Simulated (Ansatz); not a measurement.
Bond-angle distributions (per cent of the angles at each element, bins of 10°) of a relaxed model of amorphous Hf$_{32}$La$_{4}$O$_{70}$ at 8.48 g/cm³. All values below come from PBE, scalar-relativistic without spin-orbit coupling (plane waves to 420 eV, PAW; Ansatz, a first-principles code).

It comes from a melt-quench run on a machine-learned potential (CHGNet), relaxed afterwards by DFT. O atoms were pushed apart under 1.9 Å during the dynamics, to hinder bonds among them. The hot cell started wider than the set density and was brought back towards it in steps. It is the lowest in DFT energy of 4 quenches. It is a model cell: composition and starting density were chosen by hand, and all elements were melted together. No dispersion term was used. Its density started from a set value of 8.28 and ended at 8.48 g/cm³. Cooling (nominally 600 K/ps over its main leg) ran many orders faster than in experiment, which tends to leave more defects and strain. Values belong to this one cell and scatter from quench to quench. Volume and shape were free in the relaxation.

Bonds are counted up to Hf-Hf 3.34 Å, Hf-La 3.65 Å, Hf-O 2.64 Å, La-La 3.96 Å, La-O 3.00 Å, O-O 1.58 Å. Two cations that share two anions don't count as bonded, nor two that share one unless they lie closer than Hf-Hf 3.25 Å, Hf-La 3.55 Å, La-La 3.85 Å.

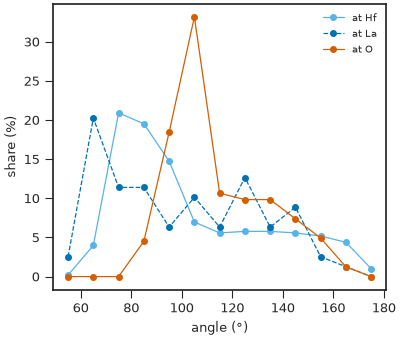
Fig. 1. Bond-angle distributions

They go with these counts of neighbours within the cut-offs, cation contacts included: Hf mean 6.1, most often 6; La mean 6.8, most often 6; O mean 3.1, most often 3.
